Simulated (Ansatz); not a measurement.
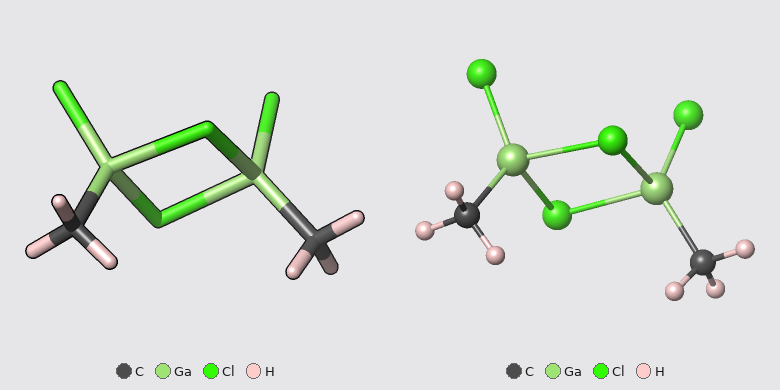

Two views of one molecule.

Which formula does it have?

Answer. C₂H₆Cl₄Ga₂, 14 atoms: 2 carbon, 6 hydrogen, 4 chlorine and 2 gallium.

What is its SMILES?

Answer. [CH3][Ga@-]1([Cl])[Cl+][Ga@@-]([CH3])([Cl])[Cl+]1

More results for the same structure follow; atom numbers are the same in all pictures, views and colours differ. The geometry was computed by an optimisation with PBE0-D4/def2-TZVP.

## Shape

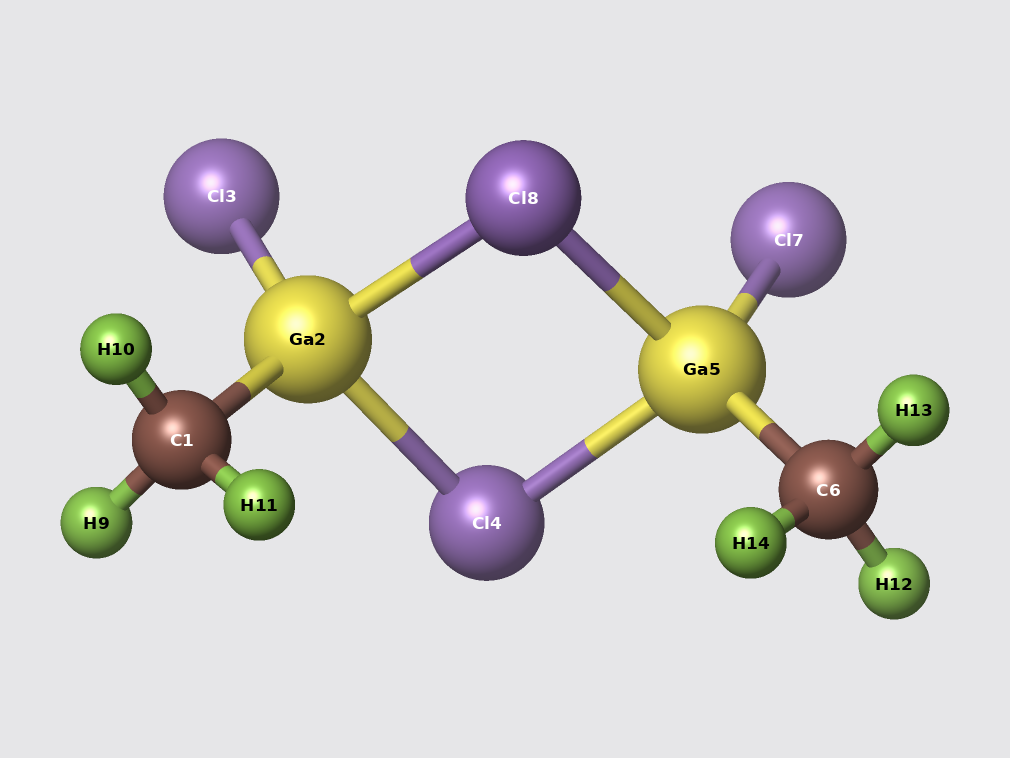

Estimate the angles Cl4–Ga2–Cl8, C1–Ga2–Cl3, C1–Ga2–Cl4, Cl3–Ga2–Cl4, Ga2–C1–H9, Ga2–C1–H11, Ga2–Cl4–Ga5.

```json
{"angle": "Cl4–Ga2–Cl8", "degrees": "90.0"}
{"angle": "C1–Ga2–Cl3", "degrees": "127.0"}
{"angle": "C1–Ga2–Cl4", "degrees": "110.8"}
{"angle": "Cl3–Ga2–Cl4", "degrees": "106.0"}
{"angle": "Ga2–C1–H9", "degrees": "109.8"}
{"angle": "Ga2–C1–H11", "degrees": "110.0"}
{"angle": "Ga2–Cl4–Ga5", "degrees": "89.8"}
```

## Vibrations

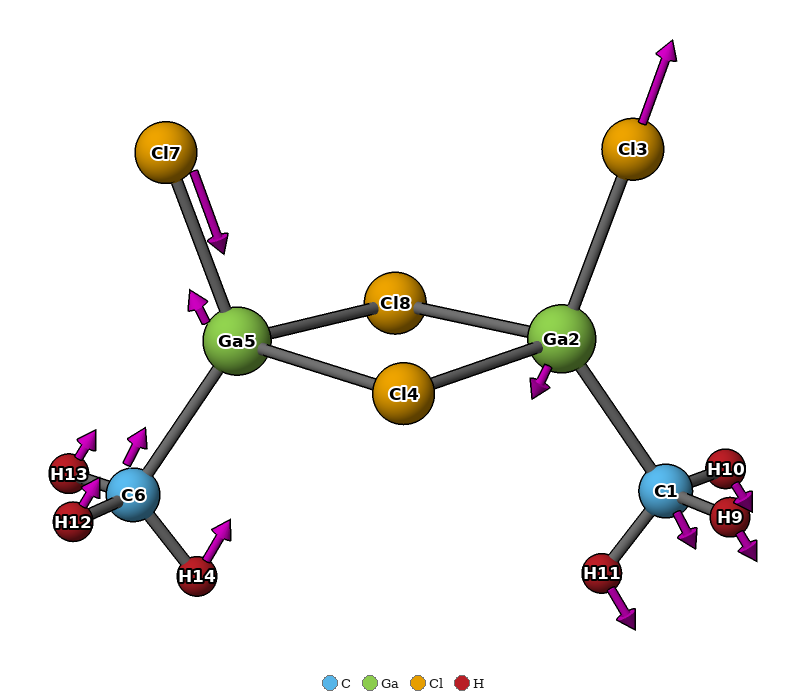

The arrows show one normal mode. Harmonic vibrations computed with RKS PBE0-D4/def2-TZVP (Ansatz 0.2.0) at a stationary point of the same level.

Describe the motion.

Answer. Mostly out-of-phase stretching of 2 Ga–Cl bonds.

At what wavenumber does it lie?

Answer. 409 cm⁻¹; it is mode 17 of 36 counted from the lowest.

## Charges

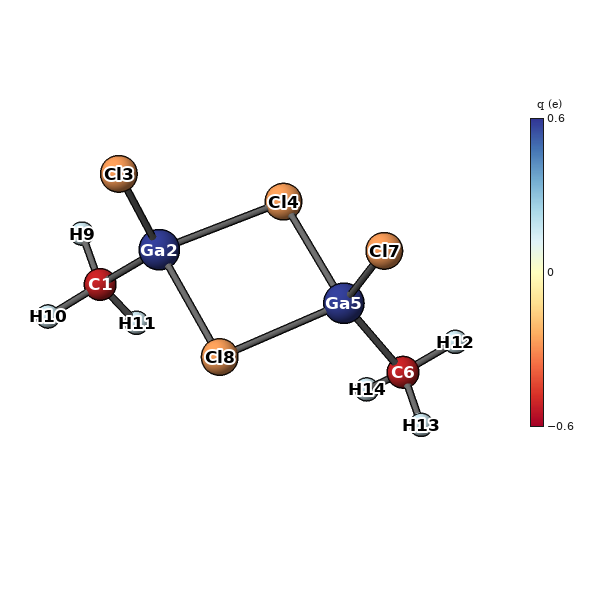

Atoms are coloured by their Mulliken charges. Level of theory: RKS PBE0-D4/def2-TZVP (Ansatz 0.2.0).

Which atom carries the highest charge (most positive or least negative)?

Answer. Ga2, Ga5 (0.58 e).

And the lowest?

Answer. C1, C6 (−0.51 e).

Give the Mulliken charges atom by atom.

```tsv
atom	value (e)
C1	−0.51
Ga2	0.58
Cl3	−0.27
Cl4	−0.26
Ga5	0.58
C6	−0.51
Cl7	−0.27
Cl8	−0.26
H9	0.16
H10	0.16
H11	0.15
H12	0.16
H13	0.16
H14	0.15
```

## Electronic properties

Level of theory: RKS r2SCAN-D4/def2-TZVPP (Ansatz 0.2.0).

What does the calculation give?

- dipole moment: 4.33 D
- HOMO energy (Kohn–Sham orbital): −7.61 eV
- LUMO energy (Kohn–Sham orbital): −1.31 eV
- HOMO–LUMO gap: 6.30 eV
- dispersion correction: −14.4 kJ/mol

Mulliken values depend strongly on the basis set and can even reverse the polarity of a bond.
